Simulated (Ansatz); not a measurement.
# wB97M-V/STO-3G run of BClF2 (chlorodifluoroborane)

What is the electronic atomisation energy of BClF2 (chlorodifluoroborane) at wB97M-V/STO-3G? 

Program for the calculation: Ansatz 0.2.0.

66 further runs of the same task are left out: 7 that didn't finish, 59 set aside as unsound or not needed.

## Step 1: The structure to begin with

BClF2 has 4 atoms, charge 0, and is taken as a singlet. SMILES: `FB(F)Cl`. The shape is that of a PBE0-D4/def2-TZVP optimisation.

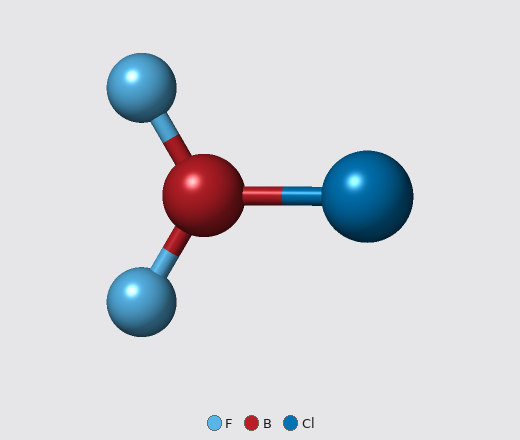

The structure, seen from a chosen angle (fluorine blue, boron red, chlorine blue).

## Step 2: A single-point energy at wB97M-V/STO-3G

run.yaml

```yaml
crystal:
  periodic: [false, false, false]
  atoms:
    - {symbol: F, position_ang: [-0.173700, -1.254300, -0.546300]}
    - {symbol: B, position_ang: [-0.067100, -0.041300, -0.062000]}
    - {symbol: F, position_ang: [-1.011600, 0.830100, -0.317700]}
    - {symbol: Cl, position_ang: [1.307900, 0.405300, 0.905700]}
basis:
  gaussian:
    orbitals: STO-3G
hamiltonian:
  xc: {name: wB97M-V}
accuracy: high
```

Command:

```console
ansatz run run.yaml --threads 1 --pin off --max-ram 2610MiB --events-out events.jsonl --progress --plain --runs-dir runs
```

Log:

```text
Warning: RAYON_NUM_THREADS=1 ignored (pool sized by the plan → 1); use --threads N
Functional definition: wB97M-V
  name "wB97M-V"
  parameter omega = 0.3/bohr
  parameter cx = 0.15
  parameter cx01 = 1.007
  parameter cx10 = 0.259
  parameter css00 = 0.443
  parameter css04 = -1.437
  parameter css10 = -4.535
  parameter css20 = -3.390
  parameter css43 = 4.278
  parameter cos00 = 1.000
  parameter cos10 = 1.358
  parameter cos20 = 2.924
  parameter cos21 = -8.812
  parameter cos60 = -1.390
  parameter cos61 = 9.142
  parameter b = 6.0
  parameter c = 0.01
  gx(w, u) = 1 - cx + cx01*u + cx10*w
  gss(w, u) = css00 + css04*u^4 + css10*w + css20*w^2 + css43*w^4*u^3
  gos(w, u) = cos00 + cos10*w + (cos20 + cos21*u)*w^2 + (cos60 + cos61*u)*w^6
  exchange = spin_sum(e_x_unif_sr(omega)*gx(b97_w, b97_u_x)) + cx*exact_x_sr(omega) + exact_x_lr(omega)
  correlation = spin_sum(e_c_pw_mod_same_spin*gss(b97_w, b97_u_same))
      + integral(e_c_pw_mod_opposite_spin*gos(b97_w_opposite, b97_u_opposite)) + vv10(b, c)
443 factors; integrals over basis functions are off by at most 3.2e-8 eV
156 factors; integrals over basis functions are off by at most 5.5e-10 eV
mean field evaluation 1: about -18412.3466 eV, gradient 2.8e1 eV
mean field evaluation 2: about -18414.4732 eV, gradient 1.7e1 eV
mean field evaluation 4: about -18415.2567 eV, gradient 3.1e-1 eV
mean field evaluation 8: about -18415.2406 eV, gradient 2.2e-3 eV
mean field evaluation 16: about -18415.2406 eV, gradient 5.5e-8 eV
mean field -18415.24057611 eV, -676.7476088736 hartree, gradient 5.3e-8 eV, S^2 0.000000; 0 other end points of the search recorded, 0 dependent functions left out
reference -18415.24057775 eV, -676.7476089339 hartree; 20, 20 occupied and 4, 4 virtual orbitals, 443 factors
Total energy: -18415.24057775 eV, -676.7476089339 hartree
```

Wall time 20 s (1 thread of Arm Neoverse V1, shared host); peak memory 0.28 GiB.

## Step 3: The B atom

job.yaml

```yaml
crystal:
  periodic: [false, false, false]
  atoms:
    - symbol: B
      position_ang: [0.000000, 0.000000, 0.000000]
basis:
  gaussian:
    orbitals: STO-3G
magnetization:
  spin_polarized: true
  initial_magnetization: 1
hamiltonian:
  xc: {name: wB97M-V}
accuracy: high
```

Run the same way, it converges to -24.27434 Eh (log not shown).

## Step 4: The Cl atom, same level

job.yaml: that of step 3 with these lines changed.

```diff
@@ -3,3 +3,3 @@
   atoms:
-    - symbol: B
+    - symbol: Cl
       position_ang: [0.000000, 0.000000, 0.000000]
```

Run the same way, it converges to -455.16968 Eh (log not shown).

## Step 5: The F atom at the same level

input.yaml

```yaml
crystal:
  periodic: [false, false, false]
  atoms:
    - {symbol: F, position_ang: [0.000000, 0.000000, 0.000000]}
basis:
  gaussian: {orbitals: STO-3G}
magnetization: {spin_polarized: true, initial_magnetization: 1}
hamiltonian: {xc: {name: wB97M-V}}
accuracy: high
```

Run the same way, it converges to -98.28239 Eh (log not shown).

## Step 6: Summary of results

Level: wB97M-V/STO-3G.

```
                     quantity          value
       molecule: total energy  -676.74761 Eh
         B atom: total energy   -24.27434 Eh
                 B atom: ⟨S²⟩          0.750
        Cl atom: total energy  -455.16968 Eh
                Cl atom: ⟨S²⟩          0.750
         F atom: total energy   -98.28239 Eh
                 F atom: ⟨S²⟩          0.750
electronic atomisation energy      20.104 eV
```

Taking the molecule apart into free atoms costs 20.10 eV (1940 kJ/mol), before zero-point energy and without spin-orbit coupling. In a minimal basis such a difference can be off by several eV, whatever the method.
